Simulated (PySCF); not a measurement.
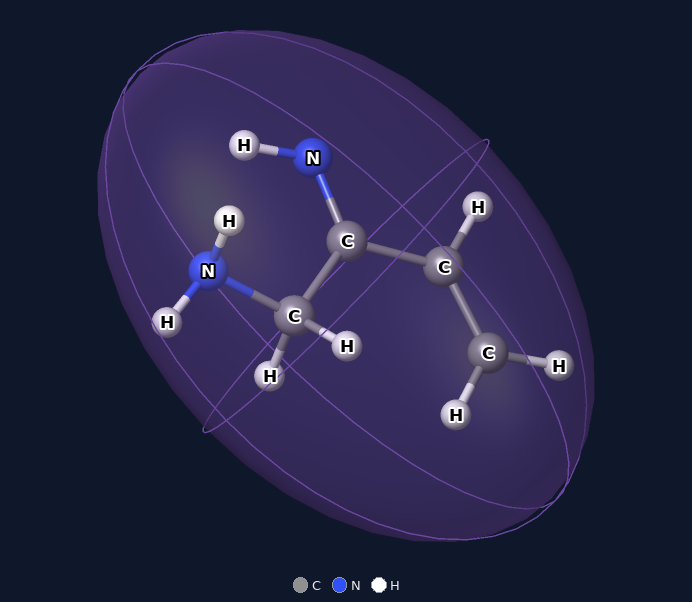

The ellipsoid shows the static dipole polarisability: its half-axes are proportional to the principal values. The geometry was computed by an optimisation with GFN2-xTB. No frequency run is at hand to confirm it as a minimum. Method: ωB97X-D/def2-SVPD (PySCF 2.14.0).

How large and how anisotropic is the polarisability?

Principal values 46.8, 65.2, 87.5 bohr³; mean 66.5 bohr³ (9.85 Å³); anisotropy 35.3 bohr³, so the longest axis is 1.87 times the shortest.
